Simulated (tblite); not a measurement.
**SiPH₄Cl (charge +1): geometry relaxation**

System: SiPH₄Cl, charge +1, multiplicity 2.
Method: GFN2-xTB geometry optimisation, gas phase (tblite 0.8.0).

It belongs to a series of runs on one base structure; here: electron removed.

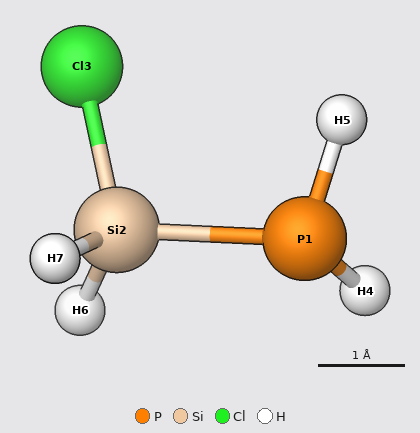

*The starting structure (ball-and-stick view, seen on its broad side; atoms are numbered from 1 in the order of the input).*

## The input
```
{"job": {"kind": "relax", "xc": "GFN2-xTB", "basis": "xTB"}, "charge": 1, "multiplicity": 2}
P      1.318500    -0.328300     0.366600
Si    -0.883000    -0.148600     0.049000
Cl    -1.266900     1.835100    -0.410700
H      1.996100    -0.819800    -0.811400
H      1.778900     1.036600     0.605800
H     -1.347100    -0.961100    -1.075900
H     -1.593200    -0.609000     1.249400
```

The first line tells a small driver script what to run in tblite; the rest is the geometry in Å.

Hardware: 1 CPU thread, shared host.

Command:
```bash
OMP_NUM_THREADS=1 python <driver script> task.json out
```

## Log
```
step      E/eV     max force
  0    -282.54971    2.072
  1    -282.66030    1.475
  2    -282.77112    0.847
  3    -282.79465    0.760
  4    -282.88236    0.387
  5    -282.88769    0.248
  6    -282.89289    0.122
  7    -282.89363    0.096
  8    -282.89497    0.093
  9    -282.89570    0.093
 10    -282.89696    0.105
 11    -282.89783    0.097
 12    -282.89881    0.107
 13    -282.90012    0.118
 14    -282.90225    0.146
 15    -282.90416    0.124
 16    -282.90494    0.064
 17    -282.90523    0.049
 18    -282.90538    0.048
 19    -282.90566    0.062
 20    -282.90624    0.087
 21    -282.90709    0.103
 22    -282.90783    0.074
 23    -282.90814    0.031
 24    -282.90822    0.025
 25    -282.90827    0.026
 26    -282.90838    0.034
 27    -282.90855    0.036
 28    -282.90872    0.028
 29    -282.90879    0.013
 30    -282.90880    0.009
```

## Trajectory as extended XYZ (Å, eV, eV/Å), 31 frames, from step=0 to step=30
```
7
Properties=species:S:1:pos:R:3:forces:R:3 step=0 energy=-282.54971
P     1.3185   -0.3283    0.3666    1.0840   0.5790  -0.2830
Si   -0.8830   -0.1486    0.0490   -1.9200   0.7390  -0.2430
Cl   -1.2669    1.8351   -0.4107    0.3960  -0.9120   0.2810
H     1.9961   -0.8198   -0.8114   -0.2090   0.5430   0.6930
H     1.7789    1.0366    0.6058   -0.0180  -1.0600  -0.3690
H    -1.3471   -0.9611   -1.0759    0.3520  -0.0410  -0.0860
H    -1.5932   -0.6090    1.2494    0.3160   0.1510   0.0070
7
Properties=species:S:1:pos:R:3:forces:R:3 step=1 energy=-282.66030
P     1.3340   -0.3200    0.3626    0.3880   0.3130  -0.1370
Si   -0.9104   -0.1380    0.0455   -1.3390   0.5850  -0.2000
Cl   -1.2613    1.8220   -0.4067    0.3130  -0.6540   0.2230
H     1.9932   -0.8120   -0.8015   -0.0510   0.4870   0.4730
H     1.7786    1.0214    0.6006    0.1280  -0.7330  -0.3480
H    -1.3421   -0.9617   -1.0771    0.3200  -0.0930  -0.1380
H    -1.5887   -0.6069    1.2495    0.2400   0.0940   0.1270
7
Properties=species:S:1:pos:R:3:forces:R:3 step=2 energy=-282.77112
P     1.3541   -0.3047    0.3558   -0.7190  -0.3960   0.2090
Si   -0.9740   -0.1105    0.0361   -0.4380  -0.2090  -0.0650
Cl   -1.2465    1.7910   -0.3962    0.0710   0.3180  -0.0010
H     1.9903   -0.7893   -0.7790    0.2680   0.3180  -0.0270
H     1.7841    0.9865    0.5844    0.4480   0.1170  -0.2450
H    -1.3273   -0.9658   -1.0833    0.2580  -0.1460  -0.1600
H    -1.5774   -0.6023    1.2550    0.1120  -0.0010   0.2890
7
Properties=species:S:1:pos:R:3:forces:R:3 step=3 energy=-282.79465
P     1.3475   -0.3081    0.3578   -0.6600  -0.3190   0.1990
Si   -0.9899   -0.1098    0.0339   -0.3220  -0.2070  -0.0470
Cl   -1.2434    1.7913   -0.3948    0.0430   0.3660  -0.0160
H     1.9936   -0.7816   -0.7760    0.2460   0.2900  -0.0270
H     1.7911    0.9831    0.5787    0.3960   0.0570  -0.2310
H    -1.3215   -0.9684   -1.0863    0.2210  -0.1690  -0.1830
H    -1.5741   -0.6016    1.2597    0.0740  -0.0180   0.3050
7
Properties=species:S:1:pos:R:3:forces:R:3 step=4 energy=-282.88236
P     1.2929   -0.3319    0.3747    0.1080   0.2460  -0.1180
Si   -1.0936   -0.1107    0.0193    0.1660  -0.0310   0.0300
Cl   -1.2242    1.8065   -0.3870   -0.0940   0.2570  -0.0270
H     2.0195   -0.7257   -0.7573   -0.0590   0.1020   0.1550
H     1.8432    0.9572    0.5363   -0.0500  -0.3780  -0.0660
H    -1.2807   -0.9915   -1.1129    0.0190  -0.1640  -0.1480
H    -1.5538   -0.5990    1.2998   -0.0900  -0.0320   0.1750
7
Properties=species:S:1:pos:R:3:forces:R:3 step=5 energy=-282.88769
P     1.2922   -0.3295    0.3736    0.0250   0.1430  -0.0880
Si   -1.0979   -0.1105    0.0188    0.1650  -0.0380   0.0220
Cl   -1.2242    1.8099   -0.3867   -0.0960   0.1980  -0.0170
H     2.0199   -0.7211   -0.7537   -0.0300   0.0710   0.0990
H     1.8452    0.9501    0.5330   -0.0070  -0.2450  -0.0390
H    -1.2781   -0.9949   -1.1162    0.0190  -0.1170  -0.0890
H    -1.5537   -0.5991    1.3042   -0.0760  -0.0110   0.1130
7
Properties=species:S:1:pos:R:3:forces:R:3 step=6 energy=-282.89289
P     1.2901   -0.3248    0.3706   -0.1090  -0.0390  -0.0370
Si   -1.0977   -0.1122    0.0188    0.1020   0.0390  -0.0010
Cl   -1.2271    1.8191   -0.3869   -0.0800  -0.0120   0.0220
H     2.0201   -0.7144   -0.7480    0.0170   0.0180   0.0030
H     1.8481    0.9378    0.5286    0.0750  -0.0090   0.0080
H    -1.2746   -1.0013   -1.1216    0.0290  -0.0300   0.0150
H    -1.5556   -0.5994    1.3115   -0.0350   0.0320  -0.0090
7
Properties=species:S:1:pos:R:3:forces:R:3 step=7 energy=-282.89363
P     1.2881   -0.3249    0.3696   -0.0850  -0.0280  -0.0350
Si   -1.0949   -0.1123    0.0190    0.0640   0.0460  -0.0050
Cl   -1.2289    1.8207   -0.3868   -0.0730  -0.0450   0.0280
H     2.0203   -0.7136   -0.7475    0.0150   0.0100  -0.0020
H     1.8494    0.9365    0.5285    0.0670  -0.0120   0.0130
H    -1.2740   -1.0025   -1.1220    0.0340  -0.0130   0.0340
H    -1.5566   -0.5990    1.3122   -0.0230   0.0410  -0.0340
7
Properties=species:S:1:pos:R:3:forces:R:3 step=8 energy=-282.89497
P     1.2829   -0.3250    0.3665   -0.0100   0.0120  -0.0270
Si   -1.0866   -0.1112    0.0194   -0.0340   0.0190  -0.0090
Cl   -1.2350    1.8225   -0.3859   -0.0590  -0.0650   0.0300
H     2.0208   -0.7126   -0.7468    0.0080  -0.0070  -0.0110
H     1.8530    0.9334    0.5291    0.0420  -0.0340   0.0230
H    -1.2723   -1.0051   -1.1215    0.0480   0.0200   0.0690
H    -1.5594   -0.5971    1.3121    0.0050   0.0560  -0.0740
7
Properties=species:S:1:pos:R:3:forces:R:3 step=9 energy=-282.89570
P     1.2797   -0.3250    0.3643    0.0310   0.0260  -0.0200
Si   -1.0837   -0.1100    0.0193   -0.0690  -0.0070  -0.0100
Cl   -1.2391    1.8221   -0.3847   -0.0570  -0.0400   0.0220
H     2.0213   -0.7117   -0.7463    0.0040  -0.0190  -0.0190
H     1.8561    0.9308    0.5295    0.0300  -0.0390   0.0300
H    -1.2702   -1.0063   -1.1201    0.0500   0.0250   0.0710
H    -1.5607   -0.5950    1.3109    0.0110   0.0550  -0.0740
7
Properties=species:S:1:pos:R:3:forces:R:3 step=10 energy=-282.89696
P     1.2746   -0.3243    0.3599    0.0860   0.0300  -0.0060
Si   -1.0810   -0.1077    0.0187   -0.0970  -0.0390  -0.0120
Cl   -1.2480    1.8204   -0.3820   -0.0580   0.0290   0.0020
H     2.0224   -0.7101   -0.7456    0.0010  -0.0400  -0.0350
H     1.8629    0.9246    0.5307    0.0160  -0.0280   0.0440
H    -1.2649   -1.0081   -1.1163    0.0470   0.0110   0.0460
H    -1.5628   -0.5899    1.3075    0.0060   0.0370  -0.0390
7
Properties=species:S:1:pos:R:3:forces:R:3 step=11 energy=-282.89783
P     1.2723   -0.3235    0.3567    0.0960   0.0130   0.0030
Si   -1.0816   -0.1064    0.0179   -0.0820  -0.0280  -0.0130
Cl   -1.2551    1.8194   -0.3798   -0.0600   0.0690  -0.0110
H     2.0234   -0.7094   -0.7457    0.0010  -0.0500  -0.0470
H     1.8683    0.9197    0.5322    0.0170  -0.0030   0.0520
H    -1.2599   -1.0094   -1.1129    0.0370  -0.0160   0.0060
H    -1.5639   -0.5855    1.3045   -0.0080   0.0150   0.0090
7
Properties=species:S:1:pos:R:3:forces:R:3 step=12 energy=-282.89881
P     1.2715   -0.3226    0.3534    0.0810  -0.0150   0.0090
Si   -1.0844   -0.1052    0.0167   -0.0450   0.0140  -0.0120
Cl   -1.2641    1.8195   -0.3776   -0.0610   0.0850  -0.0210
H     2.0245   -0.7095   -0.7467    0.0020  -0.0550  -0.0550
H     1.8748    0.9142    0.5347    0.0250   0.0300   0.0580
H    -1.2536   -1.0112   -1.1091    0.0230  -0.0480  -0.0420
H    -1.5654   -0.5804    1.3017   -0.0260  -0.0110   0.0630
7
Properties=species:S:1:pos:R:3:forces:R:3 step=13 energy=-282.90012
P     1.2719   -0.3217    0.3492    0.0530  -0.0430   0.0130
Si   -1.0888   -0.1032    0.0148   -0.0010   0.0690  -0.0090
Cl   -1.2773    1.8214   -0.3752   -0.0580   0.0750  -0.0270
H     2.0261   -0.7107   -0.7492    0.0020  -0.0520  -0.0570
H     1.8840    0.9077    0.5392    0.0350   0.0580   0.0590
H    -1.2449   -1.0146   -1.1052    0.0080  -0.0730  -0.0850
H    -1.5678   -0.5740    1.2993   -0.0400  -0.0340   0.1060
7
Properties=species:S:1:pos:R:3:forces:R:3 step=14 energy=-282.90225
P     1.2738   -0.3208    0.3420    0.0120  -0.0610   0.0180
Si   -1.0955   -0.0985    0.0116    0.0460   0.1210  -0.0040
Cl   -1.3016    1.8262   -0.3716   -0.0490   0.0370  -0.0350
H     2.0289   -0.7142   -0.7548    0.0000  -0.0390  -0.0480
H     1.9005    0.8976    0.5486    0.0420   0.0700   0.0500
H    -1.2297   -1.0220   -1.0998   -0.0100  -0.0760  -0.1110
H    -1.5730   -0.5634    1.2970   -0.0420  -0.0520   0.1300
7
Properties=species:S:1:pos:R:3:forces:R:3 step=15 energy=-282.90416
P     1.2770   -0.3206    0.3346   -0.0150  -0.0470   0.0220
Si   -1.1008   -0.0919    0.0083    0.0580   0.1100   0.0040
Cl   -1.3289    1.8324   -0.3687   -0.0340  -0.0090  -0.0410
H     2.0315   -0.7194   -0.7622   -0.0060  -0.0140  -0.0280
H     1.9181    0.8883    0.5601    0.0360   0.0440   0.0300
H    -1.2141   -1.0308   -1.0957   -0.0200  -0.0340  -0.0850
H    -1.5795   -0.5531    1.2964   -0.0200  -0.0500   0.0980
7
Properties=species:S:1:pos:R:3:forces:R:3 step=16 energy=-282.90494
P     1.2794   -0.3210    0.3324   -0.0180  -0.0260   0.0200
Si   -1.1007   -0.0883    0.0075    0.0330   0.0530   0.0160
Cl   -1.3395    1.8351   -0.3688   -0.0250  -0.0230  -0.0420
H     2.0319   -0.7228   -0.7660   -0.0100   0.0050  -0.0080
H     1.9241    0.8866    0.5657    0.0280   0.0100   0.0130
H    -1.2095   -1.0341   -1.0954   -0.0160   0.0110  -0.0410
H    -1.5824   -0.5506    1.2975    0.0080  -0.0300   0.0420
7
Properties=species:S:1:pos:R:3:forces:R:3 step=17 energy=-282.90523
P     1.2802   -0.3216    0.3334   -0.0070  -0.0080   0.0150
Si   -1.0986   -0.0873    0.0081    0.0070   0.0060   0.0200
Cl   -1.3395    1.8351   -0.3705   -0.0220  -0.0190  -0.0390
H     2.0312   -0.7238   -0.7668   -0.0140   0.0120   0.0040
H     1.9234    0.8883    0.5666    0.0200  -0.0140   0.0050
H    -1.2111   -1.0336   -1.0969   -0.0080   0.0360  -0.0090
H    -1.5823   -0.5522    1.2989    0.0240  -0.0140   0.0060
7
Properties=species:S:1:pos:R:3:forces:R:3 step=18 energy=-282.90538
P     1.2803   -0.3222    0.3346    0.0050   0.0040   0.0120
Si   -1.0972   -0.0870    0.0090   -0.0080  -0.0180   0.0150
Cl   -1.3385    1.8346   -0.3722   -0.0220  -0.0120  -0.0370
H     2.0305   -0.7238   -0.7668   -0.0170   0.0140   0.0080
H     1.9226    0.8893    0.5665    0.0140  -0.0270   0.0020
H    -1.2128   -1.0323   -1.0980   -0.0030   0.0470   0.0080
H    -1.5816   -0.5538    1.2998    0.0300  -0.0060  -0.0090
7
Properties=species:S:1:pos:R:3:forces:R:3 step=19 energy=-282.90566
P     1.2803   -0.3230    0.3361    0.0190   0.0180   0.0090
Si   -1.0955   -0.0864    0.0104   -0.0250  -0.0450   0.0040
Cl   -1.3393    1.8336   -0.3755   -0.0200  -0.0040  -0.0320
H     2.0292   -0.7234   -0.7668   -0.0190   0.0130   0.0110
H     1.9231    0.8895    0.5671    0.0070  -0.0400   0.0010
H    -1.2145   -1.0297   -1.0995    0.0040   0.0560   0.0270
H    -1.5801   -0.5557    1.3011    0.0350   0.0020  -0.0210
7
Properties=species:S:1:pos:R:3:forces:R:3 step=20 energy=-282.90624
P     1.2807   -0.3243    0.3384    0.0340   0.0370   0.0050
Si   -1.0939   -0.0845    0.0129   -0.0440  -0.0730  -0.0160
Cl   -1.3460    1.8319   -0.3827   -0.0150   0.0060  -0.0220
H     2.0266   -0.7227   -0.7675   -0.0210   0.0100   0.0120
H     1.9278    0.8869    0.5698   -0.0040  -0.0530   0.0020
H    -1.2150   -1.0244   -1.1013    0.0110   0.0620   0.0500
H    -1.5769   -0.5580    1.3035    0.0390   0.0120  -0.0320
7
Properties=species:S:1:pos:R:3:forces:R:3 step=21 energy=-282.90709
P     1.2817   -0.3258    0.3405    0.0380   0.0500   0.0010
Si   -1.0939   -0.0808    0.0158   -0.0510  -0.0820  -0.0360
Cl   -1.3631    1.8297   -0.3941   -0.0070   0.0120  -0.0060
H     2.0226   -0.7216   -0.7695   -0.0210   0.0040   0.0110
H     1.9399    0.8789    0.5762   -0.0130  -0.0550   0.0050
H    -1.2118   -1.0165   -1.1025    0.0140   0.0510   0.0600
H    -1.5720   -0.5591    1.3066    0.0400   0.0190  -0.0330
7
Properties=species:S:1:pos:R:3:forces:R:3 step=22 energy=-282.90783
P     1.2830   -0.3264    0.3409    0.0220   0.0440   0.0000
Si   -1.0966   -0.0766    0.0173   -0.0340  -0.0520  -0.0400
Cl   -1.3853    1.8282   -0.4044    0.0020   0.0080   0.0060
H     2.0191   -0.7207   -0.7723   -0.0180  -0.0020   0.0050
H     1.9557    0.8677    0.5843   -0.0130  -0.0360   0.0100
H    -1.2049   -1.0098   -1.1017    0.0070   0.0210   0.0390
H    -1.5677   -0.5575    1.3088    0.0340   0.0180  -0.0200
7
Properties=species:S:1:pos:R:3:forces:R:3 step=23 energy=-282.90814
P     1.2837   -0.3259    0.3398   -0.0020   0.0240   0.0010
Si   -1.1000   -0.0745    0.0166   -0.0090  -0.0160  -0.0250
Cl   -1.3986    1.8280   -0.4077    0.0050   0.0040   0.0070
H     2.0179   -0.7204   -0.7740   -0.0150  -0.0040  -0.0010
H     1.9653    0.8603    0.5891   -0.0040  -0.0110   0.0150
H    -1.1989   -1.0081   -1.0999   -0.0030  -0.0070   0.0070
H    -1.5660   -0.5545    1.3090    0.0270   0.0100  -0.0050
7
Properties=species:S:1:pos:R:3:forces:R:3 step=24 energy=-282.90822
P     1.2836   -0.3252    0.3388   -0.0120   0.0110   0.0000
Si   -1.1017   -0.0741    0.0155    0.0030   0.0000  -0.0130
Cl   -1.4022    1.8284   -0.4071    0.0040   0.0010   0.0050
H     2.0179   -0.7205   -0.7746   -0.0140  -0.0040  -0.0020
H     1.9680    0.8579    0.5906    0.0030   0.0020   0.0170
H    -1.1966   -1.0090   -1.0989   -0.0080  -0.0160  -0.0080
H    -1.5658   -0.5527    1.3087    0.0240   0.0060   0.0010
7
Properties=species:S:1:pos:R:3:forces:R:3 step=25 energy=-282.90827
P     1.2833   -0.3245    0.3382   -0.0160   0.0030  -0.0010
Si   -1.1023   -0.0740    0.0146    0.0080   0.0080  -0.0060
Cl   -1.4035    1.8287   -0.4065    0.0040  -0.0010   0.0020
H     2.0177   -0.7207   -0.7748   -0.0140  -0.0020  -0.0010
H     1.9692    0.8570    0.5916    0.0070   0.0080   0.0170
H    -1.1956   -1.0100   -1.0985   -0.0100  -0.0190  -0.0140
H    -1.5654   -0.5516    1.3084    0.0210   0.0030   0.0030
7
Properties=species:S:1:pos:R:3:forces:R:3 step=26 energy=-282.90838
P     1.2824   -0.3230    0.3374   -0.0190  -0.0090  -0.0040
Si   -1.1032   -0.0739    0.0127    0.0140   0.0180   0.0050
Cl   -1.4061    1.8292   -0.4058    0.0030  -0.0040  -0.0020
H     2.0164   -0.7210   -0.7753   -0.0130   0.0010   0.0020
H     1.9716    0.8552    0.5941    0.0120   0.0170   0.0170
H    -1.1944   -1.0119   -1.0982   -0.0140  -0.0220  -0.0220
H    -1.5633   -0.5497    1.3080    0.0170   0.0000   0.0040
7
Properties=species:S:1:pos:R:3:forces:R:3 step=27 energy=-282.90855
P     1.2807   -0.3208    0.3368   -0.0170  -0.0200  -0.0070
Si   -1.1037   -0.0737    0.0103    0.0160   0.0240   0.0160
Cl   -1.4096    1.8294   -0.4062    0.0030  -0.0070  -0.0060
H     2.0134   -0.7213   -0.7758   -0.0100   0.0060   0.0040
H     1.9751    0.8528    0.5986    0.0150   0.0210   0.0140
H    -1.1939   -1.0138   -1.0987   -0.0160  -0.0210  -0.0250
H    -1.5586   -0.5477    1.3080    0.0090  -0.0030   0.0040
7
Properties=species:S:1:pos:R:3:forces:R:3 step=28 energy=-282.90872
P     1.2787   -0.3186    0.3371   -0.0080  -0.0200  -0.0070
Si   -1.1031   -0.0733    0.0083    0.0110   0.0190   0.0170
Cl   -1.4131    1.8290   -0.4086    0.0020  -0.0060  -0.0070
H     2.0088   -0.7214   -0.7761   -0.0040   0.0090   0.0030
H     1.9789    0.8507    0.6040    0.0130   0.0150   0.0080
H    -1.1951   -1.0146   -1.1003   -0.0150  -0.0140  -0.0160
H    -1.5518   -0.5468    1.3086    0.0000  -0.0040   0.0010
7
Properties=species:S:1:pos:R:3:forces:R:3 step=29 energy=-282.90879
P     1.2780   -0.3181    0.3379    0.0000  -0.0100  -0.0030
Si   -1.1020   -0.0732    0.0082    0.0030   0.0060   0.0070
Cl   -1.4138    1.8282   -0.4110    0.0020  -0.0020  -0.0050
H     2.0061   -0.7212   -0.7761    0.0010   0.0090   0.0000
H     1.9801    0.8505    0.6063    0.0080   0.0050   0.0050
H    -1.1971   -1.0139   -1.1017   -0.0110  -0.0070  -0.0030
H    -1.5480   -0.5475    1.3092   -0.0040  -0.0020  -0.0010
7
Properties=species:S:1:pos:R:3:forces:R:3 step=30 energy=-282.90880
P     1.2781   -0.3185    0.3385    0.0030  -0.0030   0.0000
Si   -1.1014   -0.0732    0.0088   -0.0010  -0.0010   0.0000
Cl   -1.4129    1.8279   -0.4120    0.0020   0.0000  -0.0030
H     2.0057   -0.7208   -0.7759    0.0030   0.0080  -0.0030
H     1.9796    0.8510    0.6062    0.0040  -0.0010   0.0040
H    -1.1982   -1.0131   -1.1022   -0.0080  -0.0030   0.0040
H    -1.5476   -0.5483    1.3095   -0.0040   0.0000  -0.0020
```

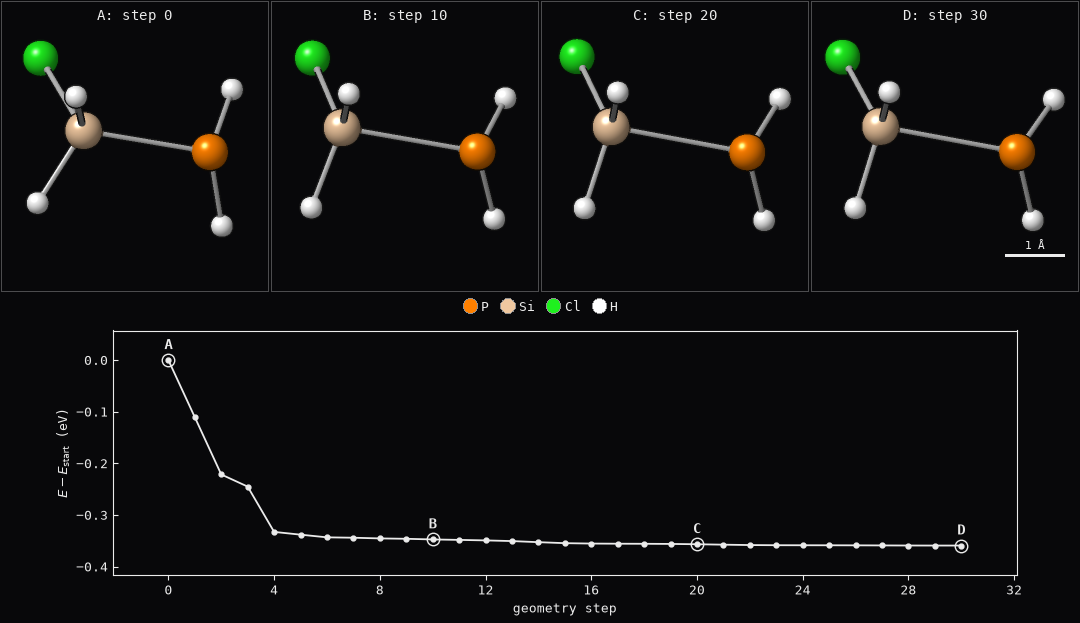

*Frames of the relaxation (ball-and-stick view, seen at a tilt) above the curves, on which the letters mark them (steps are counted from 0).*

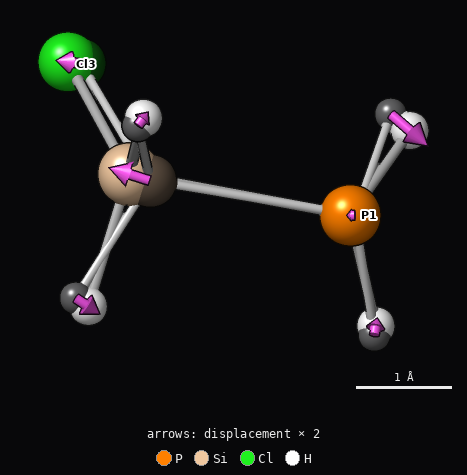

*Start (faint) and end (solid) with the displacements as pink arrows, magnified 2 times (ball-and-stick view, seen at a tilt). The two geometries are laid on each other by the best rigid fit.*

The atom that moves furthest after the best rigid fit is H5 (0.27 Å). Largest moves by element: H 0.27 Å, Si 0.23 Å, Cl 0.15 Å, P 0.05 Å. Among the contacts that change: P1–Si2 2.232 → 2.415 Å, Si2–Cl3 2.072 → 1.972 Å, P1–H5 1.460 → 1.390 Å, P1–H4 1.445 → 1.390 Å. Among the angles that change: P1–Si2–H6 112.2° → 96.0°, P1–Si2–H7 109.6° → 98.5°, Si2–P1–H5 105.0° → 116.0°. The energy falls by 0.359 eV in 30 geometry steps. Largest force component: 1.9 eV/Å at the start, 0.008 eV/Å at the end. (Atoms are counted from 1 in the order of the input.)

## Results in brief

| quantity | value |
| --- | --- |
| outcome | converged |
| total energy | −282.9088 eV |
| peak memory | 0.17 GiB |
